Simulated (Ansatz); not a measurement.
# Geometry relaxation, with input and output: C3H10N2Si (part 1 of 2)

The run: geometry relaxation of C3H10N2Si, SMILES NC1CCN1[SiH3]. Method and program: RHF/def2-SVP (Ansatz 0.2.0).

It belongs to a series of runs on one base structure; here: end point A relaxed. Figures and captions count atoms from 1; the log counts them from 0 in places.

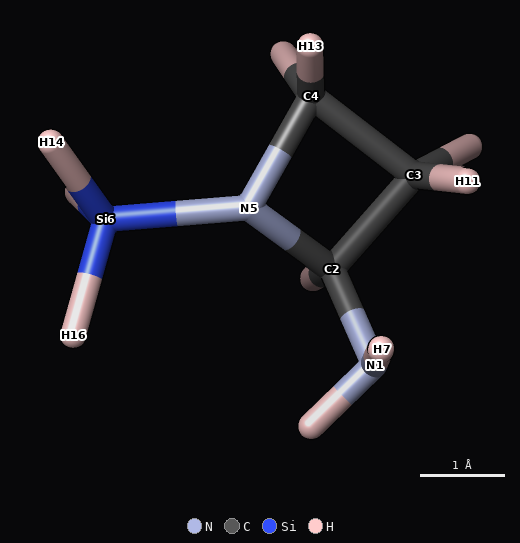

Fig. 1: The structure as given in the input (stick view, seen on its broad side; atoms are numbered from 1 in the order of the input). Bond lengths as drawn: C–C 1.51 to 1.56 Å, C–H 1.05 to 1.13 Å, C–N 1.44 to 1.56 Å, H–N 1.02 to 1.05 Å, H–Si 1.47 to 1.49 Å and N–Si 1.72 Å.

Summary

```tsv
quantity	value
outcome	converged
total energy	−14067.6528 eV
mean-field energy	−14067.6528 eV
largest force (length of the vector) at the end	0.004 eV/Å
hardware	2 threads of Arm Neoverse V1, 24 GiB of memory available, shared host
wall time	33 s (CPU time 65 s)
peak memory	0.37 GiB
```

Input file
```yaml
crystal:
  periodic: [false, false, false]
  atoms:
    - { symbol: "N", position_ang: [-1.1543, -1.7357, -0.041] }
    - { symbol: C, position_ang: [-0.1207, -0.8365, -0.4761] }
    - { symbol: C, position_ang: [1.0992, -1.1975, 0.3408] }
    - { symbol: C, position_ang: [1.3625, 0.3335, 0.5054] }
    - { symbol: "N", position_ang: [-0.1613, 0.4419, 0.2095] }
    - { symbol: Si, position_ang: [-0.884, 1.891, -0.3629] }
    - { symbol: H, position_ang: [-1.3195, -1.6389, 0.9591] }
    - { symbol: H, position_ang: [-2.0558, -1.3876, -0.4588] }
    - { symbol: H, position_ang: [0.0612, -0.775, -1.5151] }
    - { symbol: H, position_ang: [1.9382, -1.705, -0.162] }
    - { symbol: H, position_ang: [0.9503, -1.7142, 1.3292] }
    - { symbol: H, position_ang: [1.9699, 0.7794, -0.2265] }
    - { symbol: H, position_ang: [1.5518, 0.6856, 1.4871] }
    - { symbol: H, position_ang: [-0.7053, 2.967, 0.6497] }
    - { symbol: H, position_ang: [-0.2327, 2.2142, -1.6405] }
    - { symbol: H, position_ang: [-2.3227, 1.655, -0.5536] }
basis:
  gaussian: { orbitals: def2-SVP }
hamiltonian:
  xc: hf
relax:
  f_tol: 0.015
  max_steps: 40
```

Launched with:
```bash
ansatz run input.yaml --threads 2 --pin off --max-ram 3072MiB --backend cpu --events-out ev --progress --plain --runs-dir out
```

Output
```
The last accepted step is kept in [file] (removed where the run ends without a failure and the disk answers)
Engine: ansatz 0.2.0, aarch64-unknown-linux-gnu
Functional definition: HF
  exchange = exact_x
  correlation = 0
1551 factors; integrals over basis functions are off by at most 6.1e-4 eV
mean field evaluation 1: about -14062.6881 eV, gradient 3.7e1 eV
mean field evaluation 2: about -14062.8680 eV, gradient 3.7e1 eV
mean field evaluation 4: about -14066.6491 eV, gradient 4.7e0 eV
mean field evaluation 8: about -14066.7166 eV, gradient 3.0e-1 eV
mean field -14066.71699377 eV, -516.9423147577 hartree, gradient 2.0e-5 eV, S^2 0.000000; 0 other end points of the search recorded, 0 dependent functions left out
the calculation of the forces begins
reference -14066.71699377 eV, -516.9423147577 hartree; 28, 28 occupied and 110, 110 virtual orbitals, 1551 factors
relax step   1: F+E_penalty+E_count = -14066.71699377 eV  Δ(F+E_penalty+E_count) = +0.000e0 eV  max|allowed force component| = 4.817e0 eV/Å  Δτ_max = 0.0000 Å  (36 SCF iters, accepted)
these checks for a lower state are left out or cut short: starts, cluster_reference, orbital_swaps, neighbouring_geometries, increment
1551 factors; integrals over basis functions are off by at most 6.5e-4 eV
mean field evaluation 16: about -14067.5258 eV, gradient 7.2e-1 eV
mean field -14067.52775892 eV, -516.9721098274 hartree, gradient 1.8e-5 eV, S^2 0.000000; 0 other end points of the search recorded, 0 dependent functions left out
[... from here on the field's lines of each further geometry are left out, up to the last ...]
relax step   2: F+E_penalty+E_count = -14067.52775892 eV  Δ(F+E_penalty+E_count) = -8.108e-1 eV  max|allowed force component| = 1.603e0 eV/Å  Δτ_max = 0.1887 Å  (31 SCF iters, accepted)
relax step   3: F+E_penalty+E_count = -14067.61148605 eV  Δ(F+E_penalty+E_count) = -8.373e-2 eV  max|allowed force component| = 7.316e-1 eV/Å  Δτ_max = 0.0354 Å  (32 SCF iters, accepted)
relax step   4: F+E_penalty+E_count = -14067.63973781 eV  Δ(F+E_penalty+E_count) = -2.825e-2 eV  max|allowed force component| = 3.041e-1 eV/Å  Δτ_max = 0.1602 Å  (29 SCF iters, accepted)
relax step   5: F+E_penalty+E_count = -14067.51617435 eV  Δ(F+E_penalty+E_count) = +1.236e-1 eV  max|allowed force component| = 1.657e0 eV/Å  Δτ_max = 0.1648 Å  (31 SCF iters, rejected (line search))
relax step   6: F+E_penalty+E_count = -14067.65080203 eV  Δ(F+E_penalty+E_count) = -1.106e-2 eV  max|allowed force component| = 6.426e-2 eV/Å  Δτ_max = 0.0603 Å  (33 SCF iters, accepted)
relax step   7: F+E_penalty+E_count = -14067.65222615 eV  Δ(F+E_penalty+E_count) = -1.424e-3 eV  max|allowed force component| = 3.633e-2 eV/Å  Δτ_max = 0.0761 Å  (31 SCF iters, accepted)
relax step   8: F+E_penalty+E_count = -14067.65260629 eV  Δ(F+E_penalty+E_count) = -3.801e-4 eV  max|allowed force component| = 3.015e-2 eV/Å  Δτ_max = 0.0228 Å  (26 SCF iters, accepted)
relax step   9: F+E_penalty+E_count = -14067.65272592 eV  Δ(F+E_penalty+E_count) = -1.196e-4 eV  max|allowed force component| = 1.935e-2 eV/Å  Δτ_max = 0.0133 Å  (26 SCF iters, accepted)
relax step  10: F+E_penalty+E_count = -14067.65272771 eV  Δ(F+E_penalty+E_count) = -1.795e-6 eV  max|allowed force component| = 3.792e-2 eV/Å  Δτ_max = 0.0076 Å  (25 SCF iters, accepted)
the calculation of the forces begins
reference -14067.65278437 eV, -516.9767044280 hartree; 28, 28 occupied and 110, 110 virtual orbitals, 1551 factors
relax step  11: F+E_penalty+E_count = -14067.65278437 eV  Δ(F+E_penalty+E_count) = -5.665e-5 eV  max|allowed force component| = 3.659e-3 eV/Å  Δτ_max = 0.0045 Å  (25 SCF iters, accepted)
```

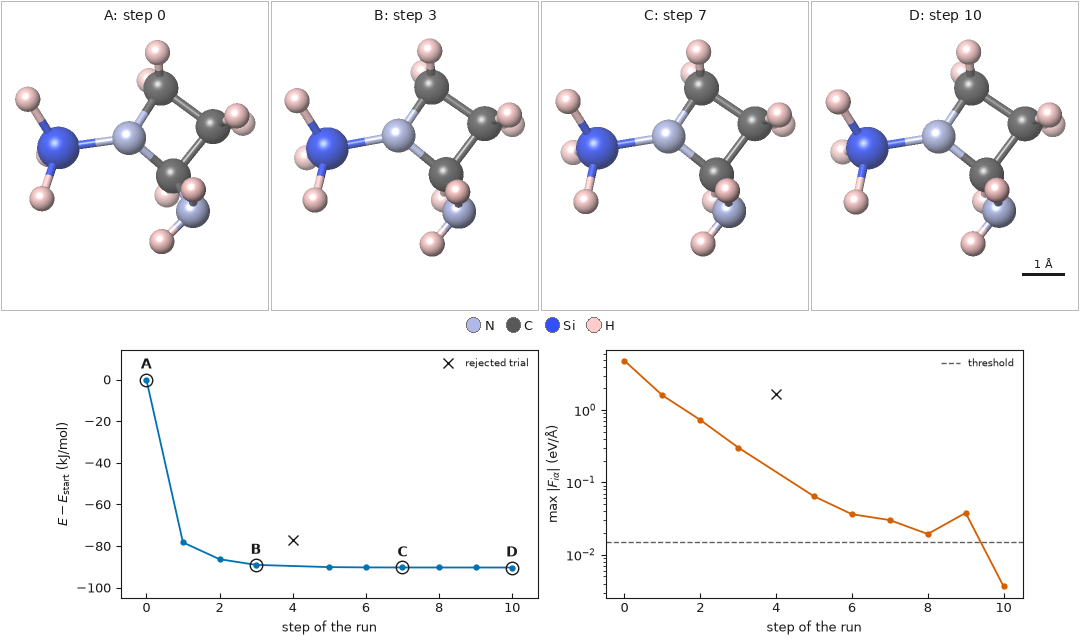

Fig. 2: Frames of the relaxation (ball-and-stick view, seen at a tilt) above the curves, on which the letters mark them (the first geometry is step 0 here and step 1 in the log).

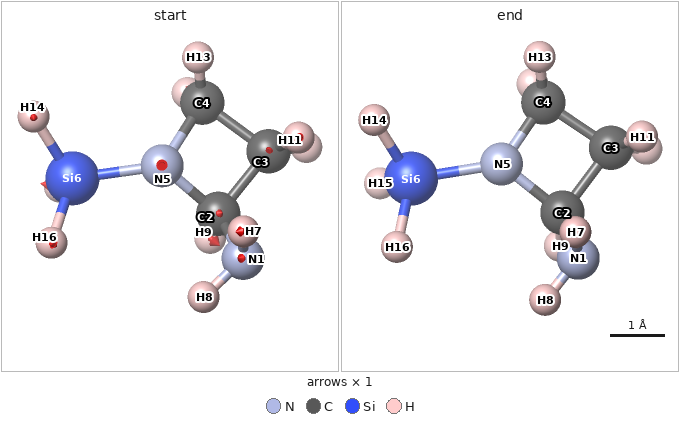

Fig. 3: Before (left) and after (right) the relaxation, at one scale (ball-and-stick view, seen at a tilt). The red arrows give the displacements, at true length. The energy falls by 90.3 kJ/mol in 10 geometry steps. Largest force component: 4.8 eV/Å at the start, 0.0037 eV/Å at the end. The line search rejected the trial step at point 4 (counted from 0) and went back. The atom that moves furthest after the best rigid fit is H15 (0.38 Å). Largest moves by element: H 0.38 Å, N 0.23 Å, C 0.12 Å, Si 0.06 Å. Among the contacts that change: C4–N5 1.556 → 1.460 Å, N1–H8 1.053 → 1.004 Å, C4–H12 1.050 → 1.095 Å, C2–H9 1.057 → 1.095 Å. Among the angles that change: N1–C2–C3 105.5° → 116.6°, N1–C2–H9 117.2° → 107.3°, C4–N5–Si6 122.3° → 131.0°. (Atoms are counted from 1 in the order of the input.)

```
1551 factors; integrals over basis functions are off by at most 6.0e-4 eV
mean field -14067.65278437 eV, -516.9767044280 hartree, gradient 1.9e-5 eV, S^2 0.000000; 1 other end points of the search recorded, 0 dependent functions left out
the calculation of the forces begins
reference -14067.65278437 eV, -516.9767044280 hartree; 28, 28 occupied and 110, 110 virtual orbitals, 1551 factors
Total energy: -14067.65278437 eV, -516.9767044280 hartree
Atom 0 at    -1.254607    -1.666587     0.037617 Å, force    -0.000603    -0.001989    -0.001028 eV/Å
Atom 1 at    -0.122913    -0.909244    -0.382615 Å, force    -0.000529    -0.000222     0.003659 eV/Å
Atom 2 at     1.205525    -1.202194     0.334472 Å, force     0.001362     0.000586     0.001237 eV/Å
Atom 3 at     1.356287     0.315818     0.532634 Å, force     0.002529     0.000737    -0.000646 eV/Å
Atom 4 at    -0.009420     0.494294     0.047254 Å, force    -0.001282     0.000464    -0.001696 eV/Å
Atom 5 at    -0.868149     1.916487    -0.413079 Å, force     0.001228    -0.000513     0.001133 eV/Å
Atom 6 at    -1.451792    -1.517384     1.011301 Å, force     0.000363     0.000487    -0.000560 eV/Å
Atom 7 at    -2.080103    -1.438065    -0.485706 Å, force    -0.002166     0.000679    -0.000412 eV/Å
Atom 8 at    -0.043408    -1.018505    -1.468916 Å, force    -0.001189    -0.000290    -0.000496 eV/Å
Atom 9 at     1.972944    -1.707522    -0.250255 Å, force     0.000288     0.001339     0.000264 eV/Å
Atom 10 at     1.054496    -1.747996     1.265736 Å, force    -0.000575    -0.000471    -0.000920 eV/Å
Atom 11 at     2.122536     0.767739    -0.106372 Å, force     0.000130     0.001198    -0.000192 eV/Å
Atom 12 at     1.525719     0.657596     1.556695 Å, force     0.000365    -0.001020     0.000768 eV/Å
Atom 13 at    -0.795919     2.920549     0.675721 Å, force    -0.000152    -0.000485    -0.000567 eV/Å
Atom 14 at    -0.353088     2.572119    -1.647983 Å, force    -0.000081    -0.000207    -0.000016 eV/Å
Atom 15 at    -2.281310     1.540097    -0.662204 Å, force     0.000312    -0.000294    -0.000528 eV/Å
Dipole moment:     0.068131    -0.005848     0.053813 e Å
```

Trajectory as extended XYZ (Å, eV, eV/Å), 11 frames, from step=1 to step=11
```
16
Properties=species:S:1:pos:R:3:forces:R:3 step=1 energy=-14066.71699
N    -1.1543   -1.7357   -0.0410   -3.2304   0.7964  -2.1085
C    -0.1207   -0.8365   -0.4761   -0.5550  -1.6179   4.8169
C     1.0992   -1.1975    0.3408    3.5653   0.5040  -0.0743
C     1.3625    0.3335    0.5054   -4.2984  -1.7483   0.8808
N    -0.1613    0.4419    0.2095    2.3259   1.1918  -0.2115
Si   -0.8840    1.8910   -0.3629   -0.0480   0.0493   0.3542
H    -1.3195   -1.6389    0.9591    0.5626   0.0845  -0.6467
H    -2.0558   -1.3876   -0.4588    1.3376  -1.0277   0.6794
H     0.0612   -0.7750   -1.5151   -0.2405  -0.3194  -1.4619
H     1.9382   -1.7050   -0.1620   -0.4421  -0.2084   0.0423
H     0.9503   -1.7142    1.3292   -0.4175   0.6459  -1.2445
H     1.9699    0.7794   -0.2265    1.0036   0.6300  -1.1282
H     1.5518    0.6856    1.4871    0.6971   0.4387   0.9201
H    -0.7053    2.9670    0.6497    0.0634  -0.0176  -0.2267
H    -0.2327    2.2142   -1.6405   -0.0566   0.5344  -0.4091
H    -2.3227    1.6550   -0.5536   -0.2669   0.0642  -0.1823
16
Properties=species:S:1:pos:R:3:forces:R:3 step=2 energy=-14067.52776
N    -1.2489   -1.7574   -0.0158   -0.0055   0.6815   0.0003
C    -0.1422   -0.8938   -0.3505   -0.1756  -0.0230  -0.1577
C     1.2244   -1.1872    0.2956   -0.2215   0.0542   0.7046
C     1.3330    0.3364    0.6035   -1.6034  -0.7439  -0.9122
N    -0.1256    0.4693    0.2150    1.2669  -0.2455   0.3513
Si   -0.8605    1.9041   -0.4173    0.0299   0.1872   0.0662
H    -1.4084   -1.6799    0.9749   -0.0037  -0.1890   0.0445
H    -2.1162   -1.4380   -0.4449    0.6407  -0.1896   0.0483
H    -0.0463   -0.8665   -1.4347   -0.1515  -0.1129  -0.2707
H     2.0059   -1.6764   -0.3077   -0.3671   0.3630   0.1124
H     1.0883   -1.7727    1.2145    0.1098   0.1058  -0.1947
H     1.9798    0.8428   -0.1041    0.3559   0.2752   0.0270
H     1.5497    0.6324    1.6232    0.1338   0.0608   0.1417
H    -0.6727    3.0148    0.5475    0.0039  -0.0493   0.0148
H    -0.2739    2.3576   -1.7138   -0.0065  -0.0682   0.0120
H    -2.3097    1.6916   -0.6411   -0.0062  -0.1063   0.0122
```
